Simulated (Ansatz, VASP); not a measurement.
# Cross-check of ZrB2 between VASP and Ansatz

Aim: how closely do two programs agree when they are given the same cell, functional and k mesh? The start cell is built, not measured: As first built, before any earlier steps moved the atoms (in the runner's words): it takes the HfB2 structure with some of its atoms replaced by other elements, volume scaled by an estimate. The cell is taken from a series of VASP runs on this material, whose earlier steps may have relaxed, scaled or displaced it; both programs get it as it stands. Valence electrons are named where the data sets of a main pair hold unlike numbers.

Program: Ansatz 0.2.0. Level of theory: plane waves, with VASP 6.6.1 beside it; single point at BLYP with D3(BJ), band structure at BLYP with D3(BJ) and band structure at r2SCAN. Results are calculated unless marked as measured.

## Step 1: The starting structure

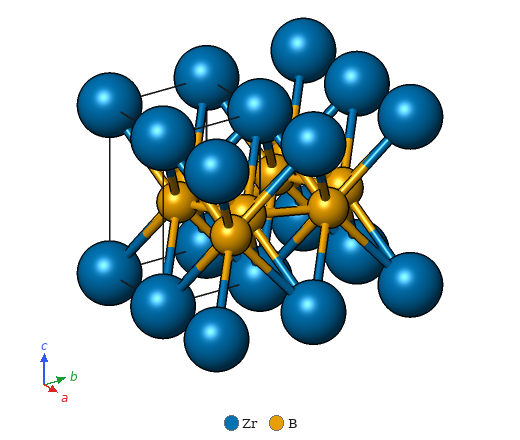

The starting structure, seen slightly off an axis (zirconium blue, boron orange). 2×2×1 cells are drawn. Some periodic images of atoms are drawn too.

Coordinates:

```xyz
3
Lattice="3.1242 0.0000 0.0000 -1.5621 2.7056 0.0000 0.0000 0.0000 3.5397" Properties=species:S:1:pos:R:3 pbc="T T T"
Zr    0.0000    0.0000    0.0000
B     0.0000    1.8037    1.7699
B     1.5621    0.9019    1.7699
```

## Step 2: VASP: single point, BLYP with D3(BJ)

A single point gives forces, pressure and levels at one fixed geometry, so differences don't come from the geometry; what else differs is listed under the comparison.

Lines of VASP's logs that name or quote its potential files are left out, and so is its time.

INCAR

```
SYSTEM = ZrB2
PREC = Accurate
ENCUT = 420
EDIFF = 1E-06
NELM = 100
ISMEAR = -1
SIGMA = 0.05
LREAL = .FALSE.
ALGO = Normal
GGA = B5
ALDAX = 1
AGGAX = 1
AGGAC = 1
ALDAC = 0
IVDW = 12
VDW_S6 = 1
VDW_S8 = 2.6996
VDW_A1 = 0.4298
VDW_A2 = 4.2359
LORBIT = 11
LWAVE = .FALSE.
LCHARG = .TRUE.
ISIF = 2
LELF = .TRUE.
LVHAR = .TRUE.
```

POSCAR

```
ZrB2
1.0
    3.1241735893      0.0000000000      0.0000000000
   -1.5620867947      2.7056144540      0.0000000000
    0.0000000000      0.0000000000      3.5397052372
Zr B
1 2
Direct
    0.0000000000      0.0000000000      0.0000000000
    0.3333333300      0.6666666700      0.5000000000
    0.6666666700      0.3333333300      0.5000000000
```

KPOINTS

```
Automatic mesh
0
Gamma
8 8 6
0 0 0
```

Potentials, in the order of the species: Zr_sv and B (PBE family, release 64).

Command:

```console
$ mpirun -np 1 vasp_std
```

Numbers of over 12 decimals in the logs are rounded to 6 here.

The program printed:

```text
[banner, memory and clock lines left out]
running    1 mpi-ranks, on    1 nodes
 distrk:  each k-point on    1 cores,    1 groups
 distr:  one band on    1 cores,    1 groups

 POSCAR found type information on POSCAR ZrB
 POSCAR found :  2 types and       3 ions
|                                                                             |
|               ----> ADVICE to this user running VASP <----                  |
|                                                                             |
|     You enforced a specific xc type in the INCAR file but a different       |
|     [... a line on the potential file left out ...]
|     I HOPE YOU KNOW WHAT YOU ARE DOING!                                     |
|                                                                             |

 LDA part: xc-table for (Slater(with rela. corr.)+VWN5), standard interpolation
 POSCAR, INCAR and KPOINTS ok, starting setup
 FFT: planning ... GRIDC
 FFT: planning ... GRID_SOFT
 FFT: planning ... GRID
 WAVECAR not read
 entering main loop
       N       E                     dE             d eps       ncg     rms          rms(c)
DAV:   1     0.100489443351E+03    0.10049E+03   -0.88144E+03  1040   0.118E+03
DAV:   2    -0.207736108288E+02   -0.12126E+03   -0.11711E+03  1225   0.313E+02
DAV:   3    -0.251377478471E+02   -0.43641E+01   -0.43244E+01  1644   0.539E+01
DAV:   4    -0.252313025407E+02   -0.93555E-01   -0.93519E-01  1307   0.759E+00
DAV:   5    -0.252348763584E+02   -0.35738E-02   -0.35738E-02  1610   0.994E-01    0.217E+01
DAV:   6    -0.220447104287E+02    0.31902E+01   -0.96865E+00  1263   0.216E+01    0.856E+00
DAV:   7    -0.220330317248E+02    0.11679E-01   -0.10153E+00  1573   0.638E+00    0.331E+00
DAV:   8    -0.220403062584E+02   -0.72745E-02   -0.11470E-01  1221   0.323E+00    0.860E-01
DAV:   9    -0.220365145188E+02    0.37917E-02   -0.21642E-02  1332   0.120E+00    0.145E-01
DAV:  10    -0.220364644770E+02    0.50042E-04   -0.10015E-03  1348   0.263E-01    0.526E-02
DAV:  11    -0.220364846871E+02   -0.20210E-04   -0.41493E-05  1343   0.722E-02    0.198E-02
DAV:  12    -0.220364849604E+02   -0.27331E-06   -0.73939E-06  1318   0.289E-02
   1 F= -.24794466E+02 E0= -.24793392E+02  d E =-.214707E-02
```

OUTCAR, selected parts (step 2):

```text
ion  position               nearest neighbor table
   1  0.000  0.000  0.000-   2 2.53   3 2.53   2 2.53   3 2.53   3 2.53   3 2.53   2 2.53   2 2.53
                             3 2.53   3 2.53   2 2.53   2 2.53
   2  0.333  0.667  0.500-   3 1.80   3 1.80   3 1.80   1 2.53   1 2.53   1 2.53   1 2.53   1 2.53
                             1 2.53
   3  0.667  0.333  0.500-   2 1.80   2 1.80   2 1.80   1 2.53   1 2.53   1 2.53   1 2.53   1 2.53
                             1 2.53

  LATTYP: Found a hexagonal cell.
 ALAT       =     3.1241735893
 C/A-ratio  =     1.1330053008

 Subroutine GETGRP returns: Found 24 space group operations
 (whereof 24 operations were pure point group operations)

The static configuration has the point symmetry D_6h.

 Found     40 irreducible k-points:

   k-points           NKPTS =     40   k-points in BZ     NKDIM =     40   number of bands    NBANDS=     13

   dimension x,y,z NGX =    24 NGY =   24 NGZ =   24
   dimension x,y,z NGXF=    48 NGYF=   48 NGZF=   48

   ENCUT  =  420.0 eV  30.87 Ry    5.56 a.u.   5.22  5.22  5.91*2*pi/ulx,y,z

   NELECT =      18.0000    total number of electrons

 k-points in reciprocal lattice and weights: Automatic mesh
   0.00000000  0.00000000  0.00000000       0.003
   0.12500000 -0.00000000  0.00000000       0.016
   0.25000000 -0.00000000  0.00000000       0.016
   0.37500000 -0.00000000  0.00000000       0.016
   0.50000000 -0.00000000  0.00000000       0.008
   0.12500000  0.12500000  0.00000000       0.016
   0.25000000  0.12500000  0.00000000       0.031
   0.37500000  0.12500000  0.00000000       0.031
   0.25000000  0.25000000  0.00000000       0.016
[...]
0.25000000  0.25000000  0.50000000       0.016
   0.37500000  0.25000000  0.50000000       0.016

 average (electrostatic) potential at core
       1 -72.3311       2 -21.5151       3 -21.5151

 E-fermi :  11.4277

 k-point     1 :       0.0000    0.0000    0.0000
  band No.  band energies     occupation
    ...
      5      -1.4286      2.00000
      6       8.7178      2.00000
      7       8.7178      2.00000
      8       8.7682      2.00000
      9       8.8941      2.00000
     10      14.7781      0.00000
     11      14.7781      0.00000
     12      15.3466      0.00000
     13      15.3466      0.00000

 k-point     2 :       0.1250   -0.0000    0.0000
  band No.  band energies     occupation
    ...
      5      -1.1155      2.00000
      6       7.8794      2.00000
      7       8.5604      2.00000
      8       8.7154      2.00000
      9       9.0721      2.00000
     10      14.1641      0.00000
     11      14.5855      0.00000
     12      14.7432      0.00000
     13      15.2051      0.00000

 k-point     3 :       0.2500   -0.0000    0.0000
  band No.  band energies     occupation
    ...
      5      -0.2509      2.00000
      6       6.1826      2.00000
      7       7.9287      2.00000
      8       8.5912      2.00000
      9       9.3983      2.00000
     10      13.5096      0.00000
     11      14.1649      0.00000
     12      14.8285      0.00000
     13      15.0064      0.00000

 Edisp (eV)   -2.75798

  Total       0.01491     0.01491     0.01033    -0.00000    -0.00000     0.00000
  in kB       0.79851     0.79851     0.55341    -0.00000    -0.00000     0.00000
  external pressure =        0.72 kB  Pullay stress =        0.00 kB

  energy-cutoff  :      420.00
  volume of cell :       29.92
      direct lattice vectors                 reciprocal lattice vectors
     3.124173589  0.000000000  0.000000000     0.320084647  0.184800905  0.000000000
    -1.562086795  2.705614454  0.000000000     0.000000000  0.369601810  0.000000000
     0.000000000  0.000000000  3.539705237     0.000000000  0.000000000  0.282509399

 POSITION                                       TOTAL-FORCE (eV/Angst)
 -----------------------------------------------------------------------------------
      0.00000      0.00000      0.00000         0.000000      0.000000     -0.000000
     -0.00000      1.80374      1.76985         0.000000      0.000000     -0.000000
      1.56209      0.90187      1.76985        -0.000000      0.000000      0.000000
 -----------------------------------------------------------------------------------
    total drift:                                0.000000     -0.000000     -0.000000

  FREE ENERGIE OF THE ION-ELECTRON SYSTEM (eV)
  ---------------------------------------------------
  free  energy   TOTEN  =       -24.7944655446 eV

  energy  without entropy=      -24.7923184784  energy(sigma->0) =      -24.79339201

 total charge
# of ion       s       p       d       tot
------------------------------------------
    1        2.172   6.035   1.826  10.033
    2        0.678   1.295   0.000   1.972
    3        0.678   1.295   0.000   1.972
--------------------------------------------------
tot          3.528   8.624   1.826  13.978

[... 3 further parts left out ...]
```

The PAW data sets were made with PBE, which is usual practice but a small mismatch for other functionals. Dispersion corrections of this kind ignore metallic screening and tend to overbind metals.

## Step 3: Ansatz: single point, BLYP with D3(BJ)

Ansatz runs on its default PAW (the set named soft_2) files.

The same cell, functional (in two slightly different forms), mesh and smearing now go to Ansatz, which takes its cutoff from its data sets.

input.yaml

```yaml
crystal:
  lattice:
    - [3.1241735893, 0.0, 0.0]
    - [-1.5620867947, 2.705614454, 0.0]
    - [0.0, 0.0, 3.5397052372]
  atoms:
    - { symbol: Zr, position: [0.0, 0.0, 0.0] }
    - { symbol: B, position: [0.33333333, 0.66666667, 0.5] }
    - { symbol: B, position: [0.66666667, 0.33333333, 0.5] }
hamiltonian:
  xc: blyp
  pseudopotentials: { kind: paw }
  dispersion: d3bj
kpoints:
  mp_grid: { grid: [8, 8, 6] }
scf:
  occupations: { method: fermi_dirac, width: 0.05 }
  n_extra_bands: 4
output:
  forces: true
  stress: true
  eigenvalues: true
  write_density: true
  write_potential: true
  elf: true
  volumetric_format: npy
```

Command:

```console
$ ansatz run input.yaml --threads 2 --pin off --max-ram 4608MiB --backend cpu --events-out ev --progress --plain --runs-dir out
```

The program printed:

```text
scf.n_extra_bands = 4 over 9 filled bands (N_el = 18.0): the run solves 13 bands
Engine: ansatz 0.2.0, aarch64-unknown-linux-gnu
Pseudopotentials: kind: paw
Pseudopotential: Zr, paw, valence charge 12, recommended cutoff 420 eV (normal), Zr.paw.azcp
Pseudopotential: B, paw, valence charge 3, recommended cutoff 420 eV (normal), B.paw.azcp
Functional definition: BLYP
  parameter beta = 0.0042
  parameter a = 0.04918
  parameter b = 0.132
  parameter c = 0.2533
  parameter d = 0.349
  exchange = b88_x(beta = beta)
  correlation = lyp_c(a = a, b = b, c = c, d = d)
Crystal: 3 atoms, lattice volume = 29.920 Å³
Basis set: ecut = 420 eV, 563 PW (Γ), exchange–correlation on 48×48×48 points (8 copies of the dense FFT grid, shifted against one another)
Bands: 13, of which v1, the nominal top of the filled ones, is band 9 counted from 1 (8 counted from 0)
Symmetry: 24 space group operations
Space group: P6/mmm (ITA 191), of the structure as read, at distance tolerance 3.1e-5 Å
k-points: 40 of 384
Non-local potential: Zr, projectors of the file, l = 0: 3, l = 1: 2, l = 2: 2, l = 3: 2
Non-local potential: B, projectors of the file, l = 0: 2, l = 1: 2, l = 2: 1
PAW form: soft (Blöchl's): semilocal exchange-correlation on the pseudo side does not see the compensation charge
PAW frozen core: Zr, regenerated for the run's functional, and the local potential with it (the file was generated under x = pbe(κ = 0.804, μ = 0.219515), c = pbe(β = 0.066725))
PAW frozen core: B, regenerated for the run's functional, and the local potential with it (the file was generated under x = pbe(κ = 0.804, μ = 0.219515), c = pbe(β = 0.066725))
PAW one-centre angular grid: Zr, 590 points (default); XC on 64 Gauss nodes
PAW one-centre angular grid: B, 110 points (default); XC on 64 Gauss nodes
Initial density: superposition of atomic densities (neutral atoms: chi_scale 0, normalization atom), corrected by the library's trained network
Initial wavefunctions: pseudopotential atomic-orbital guess
Functional: x = b88, c = lyp
SCF iter   1: F=—  HF=-4514.441617 eV  |F-HF|=—  |Δ(HF+E_count)|=         —  Δρ=1.17e-2  dr2=5.41e-2  ethr=1.77e-3  ⟨swp⟩=5.1  Hψ=2600  notcnv=0
preconditioner: auto → none  [insulator: Δε(μ)=0.261 eV  Ē_g=8.960 eV  σ=0.050 eV  W_gap=0.73  n_scr=8 (ndim 8)  ℏωp=21.5 eV  f_vac=0.000  D(μ)=0.28/eV (n_scr^D=0)  ε∞_Penn≈6.7]
SCF iter   2: F=—  HF=-4514.426056 eV  |F-HF|=—  |Δ(HF+E_count)|=   1.56e-2  Δρ=3.93e-3  dr2=5.29e-3  ethr=3.00e-4  ⟨swp⟩=2.0  Hψ=1001  notcnv=0
SCF iter   3: F=—  HF=-4514.424663 eV  |F-HF|=—  |Δ(HF+E_count)|=   1.39e-3  Δρ=4.56e-4  dr2=2.68e-5  ethr=2.94e-5  ⟨swp⟩=2.1  Hψ=723  notcnv=0
SCF iter   4: F=—  HF=-4514.424681 eV  |F-HF|=—  |Δ(HF+E_count)|=   1.79e-5  Δρ=1.03e-4  dr2=1.34e-6  ethr=1.49e-7  ⟨swp⟩=2.0  Hψ=737  notcnv=0
iter 5 did not close the SCF: its close was put off for the readings that it lacked (scf_convergence_deferred on its scf_iter line)
SCF iter   5: F=-4514.424683 eV  HF=-4514.424683 eV  |F-HF|=1.16e-7  |Δ(HF+E_count)|=   2.40e-6  Δρ=2.28e-5  dr2=4.40e-8  ethr=7.47e-9  ⟨swp⟩=2.3  Hψ=856  notcnv=0
SCF iter   6: F=-4514.424683 eV  HF=-4514.424683 eV  |F-HF|=1.06e-9  |Δ(HF+E_count)|=   1.29e-7  Δρ=2.22e-6  dr2=5.75e-10  ethr=2.44e-10  ⟨swp⟩=5.2  Hψ=2941  notcnv=0
SCF 1 converged in 6 iterations: F = -4514.424683 eV  dr2 = 5.75e-10
  greatest PAW one-centre occupation: 0.996 electrons in one spin orbital (limit 2), on the Zr atom at site 0 (counted from 0), in its partial waves of l = 0
SCF converged after 6 iterations
Free energy (F): -4514.424683 eV
Harris-Foulkes:  -4514.424683 eV  (|F-HF|=1.06e-9)
Internal energy: -4514.422536 eV  (E = F + TS)
E sigma→0 (E₀):  -4514.423610 eV
Entropy (-TS):   -0.002147 eV (-0.716 meV/atom)
Fermi energy:    16.833979 eV
--- Per-component energies (eV) ---
  E_band       = -9.547025
  E_kinetic    = 440.099360
  E_local      = -547.518803  (includes V_loc(G=0)·N_el)
  E_nonlocal   = 102.623889
  E_hartree    = 173.725450
  E_xc         = -224.880140
  E_vxc        = -266.002144  (∫ρ·V_xc dr)
  E_paw        = -3129.818930  (= ΣΔE_a)
  E_vpaw       = -86.200350  (= ΣTr[D̂ρ^β])
  E_aug_tail   = 0.000019  (compensation charges beyond the density's cutoff)
  E_ewald      = -1325.977511
  E_disp       = -2.758296  (pairwise vdW)
  E_core_change = 0.082426  (= ΣΔE_core)
  E_smearing   = -0.002147  (= −TS)
  E_closure    = -0.000000  (closes the sum)
  Σ components = -4514.424683   (vs F -4514.424683, Δ=0.00e0)
--- Forces (eV/Å), atoms counted from 1 ---
  atom   1  Zr     0.00000000     0.00000000     0.00000000
  atom   2  B      0.00000000    -0.00000000     0.00000000
  atom   3  B     -0.00000000     0.00000000     0.00000000
  max |Σ_I F_I| component: 1.85e-17 eV/Å
--- Stress (GPa, compression-positive) ---
       -0.285980       0.000000       0.000000
        0.000000      -0.285980      -0.000000
        0.000000      -0.000000      -0.576248
  P = ⅓ Tr σ = -0.3827 GPa (-3.827 kbar)
--- Band table (eV; the first three rows and the last of 40) ---
  k-point 0: bands = [... 5 lower, 14.1314, 14.1314, 14.1727, 14.2883, 20.1858, 20.1858, 20.7571, 20.7571]
  k-point 1: bands = [... 5 lower, 12.4540, 14.3854, 14.3854, 15.8883, 18.9102, 18.9102, 20.0160, 20.0160]
  k-point 2: bands = [... 5 lower, 10.7250, 15.0930, 15.0930, 17.4624, 17.6908, 17.6908, 18.5068, 18.5068]
  k-point 39: bands = [... 5 lower, 8.5432, 11.8196, 13.7786, 14.3726, 20.6494, 22.5268, 22.7697, 22.8626]
```

The job ended after 2.5 s (2 threads of Arm Neoverse N1, shared host; peak memory 0.29 GiB).

The column dr2 measures how far the density is from self-consistency, as an energy; F and HF (Harris–Foulkes) agree once it is small.

The run ends at a pressure of -0.38 GPa.

## Step 4: Comparison

Known differences besides the potentials themselves: Ansatz makes its cores anew for this functional, VASP keeps those of its PBE data sets; VASP leaves aspherical gradient terms in its spheres out (LASPH is not set), Ansatz keeps them; VASP's log shows a relativistic correction to its local exchange, Ansatz's none. Total energies have different zeros and are not compared.

Compared:

| quantity | Ansatz | VASP | difference |
| --- | --- | --- | --- |
| pressure (GPa) | -0.38 | 0.07 | -0.45 |
| pressure without Ansatz's Pulay correction (GPa) | -0.62 | 0.07 | -0.69 |

Ansatz's pressure holds a Pulay correction of 0.24 GPa; VASP's holds none.

## Step 5: VASP: band structure, BLYP with D3(BJ)

With cell and atoms fixed, the geometry can't cause a difference; cores, projectors, grids and the points listed under the comparison can.

INCAR: that of step 2 with these lines changed.

```diff
@@ -21,5 +21,2 @@
 LWAVE = .FALSE.
-LCHARG = .TRUE.
-ISIF = 2
-LELF = .TRUE.
-LVHAR = .TRUE.
+LCHARG = .FALSE.
```

POSCAR is that of step 2.

KPOINTS is that of step 2.

KPOINTS_OPT

```
Line mode
16
Line-mode
Reciprocal
  0.00000000   0.00000000   0.00000000 GAMMA
  0.50000000   0.00000000   0.00000000 M

  0.50000000   0.00000000   0.00000000 M
  0.33333333   0.33333333   0.00000000 K

  0.33333333   0.33333333   0.00000000 K
  0.00000000   0.00000000   0.00000000 GAMMA

  0.00000000   0.00000000   0.00000000 GAMMA
  0.00000000   0.00000000   0.50000000 A

  0.00000000   0.00000000   0.50000000 A
  0.50000000   0.00000000   0.50000000 L

  0.50000000   0.00000000   0.50000000 L
  0.33333333   0.33333333   0.50000000 H

  0.33333333   0.33333333   0.50000000 H
  0.00000000   0.00000000   0.50000000 A

  0.50000000   0.00000000   0.50000000 L
  0.50000000   0.00000000   0.00000000 M

  0.33333333   0.33333333   0.00000000 K
  0.33333333   0.33333333   0.50000000 H
```

Command:

```console
$ mpirun -np 1 vasp_std
```

The program printed:

```text
[banner, memory and clock lines left out]
running    1 mpi-ranks, on    1 nodes
[...]
[... a notice as in an earlier step ...]

 LDA part: xc-table for (Slater(with rela. corr.)+VWN5), standard interpolation
 POSCAR, INCAR and KPOINTS ok, starting setup
[...]
entering main loop
       N       E                     dE             d eps       ncg     rms          rms(c)
[... 12 cycles as in an earlier step ...]
   1 F= -.24794466E+02 E0= -.24793392E+02  d E =-.214707E-02
 Start KPOINTS_OPT (optional k-point list driver)
k-point batch [1-40\144]
       N       E                     dE             ncg
DAV:   1     0.650385671126E+03   -0.19067E+05     1040
DAV:   2    -0.406620988716E+04   -0.47166E+04     1260
DAV:   3    -0.424448678775E+04   -0.17828E+03     1673
DAV:   4    -0.424781302284E+04   -0.33262E+01     1246
DAV:   5    -0.424787281730E+04   -0.59794E-01     1600
DAV:   6    -0.424787345693E+04   -0.63963E-03     1281
DAV:   7    -0.424787346074E+04   -0.38076E-05     1120
DAV:   8    -0.424787346095E+04   -0.21156E-06      880
[...]
k-point batch [121-144\144]
       N       E                     dE             ncg
DAV:   1     0.972355678150E+04   -0.16132E+05      624
DAV:   2     0.702689652655E+04   -0.26967E+04      744
DAV:   3     0.693713797530E+04   -0.89759E+02     1046
DAV:   4     0.693618582551E+04   -0.95215E+00      750
DAV:   5     0.693616513264E+04   -0.20693E-01      982
DAV:   6     0.693616501228E+04   -0.12037E-03      800
DAV:   7     0.693616501125E+04   -0.10297E-05      675
DAV:   8     0.693616501111E+04   -0.13506E-06      562
```

Parts of OUTCAR (step 5):

```text
 Edisp (eV)   -2.75798

[... 6 parts as in an earlier step ...]

[... 1 further part left out ...]
[key lines of the parts left out:]
E-fermi :  11.4277
```

The run ends at a pressure of 0.07 GPa.

(Part 1 of 2 ends here.)

[Lines on the potential files, build, host, timing and source positions are cut from VASP's logs without a mark.]

[Logs are printed without paths, hosts, clocks, repeated set-up lines and the standing remarks that a program may print on its own settings, such as how far it seeks lower states.]

[Hosts, paths, dates, database ids (printed as entryN), source tags and the programs' standing remarks are cut or masked in the printed files.]
